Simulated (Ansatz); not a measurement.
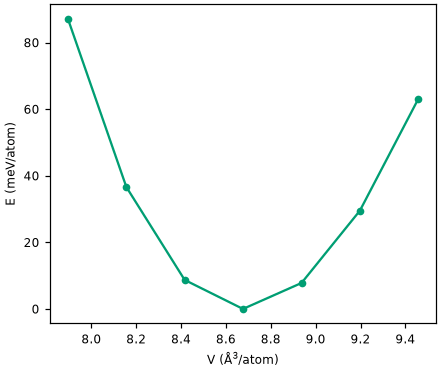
Figure: Cr₃C₂ in space group Cmcm (No. 63; Cr on 4c, Cr on 8f, C on 4c, C on 4b) under volume change, the program Ansatz at the PBEsol level (PAW), shape and atoms relaxed at each volume.

Problem. What does a third-order Birch–Murnaghan fit give for V₀, B₀ and B′?

Solution. V₀ = 8.68 Å³/atom, B₀ = 335 GPa, B′ = 4.4.

The workflow started from a Materials Project entry (that database holds measured and hypothetical structures alike); the Crystallography Open Database copy checked does not list it. COD files the formula under space group No. 62. Whether it is the stable phase at ambient conditions was not checked. Symmetry was held in the PBEsol relaxation; whether a distortion lowers the energy is not shown. No spin polarisation was allowed.

Potentials: the later of the program's two PAW sets.
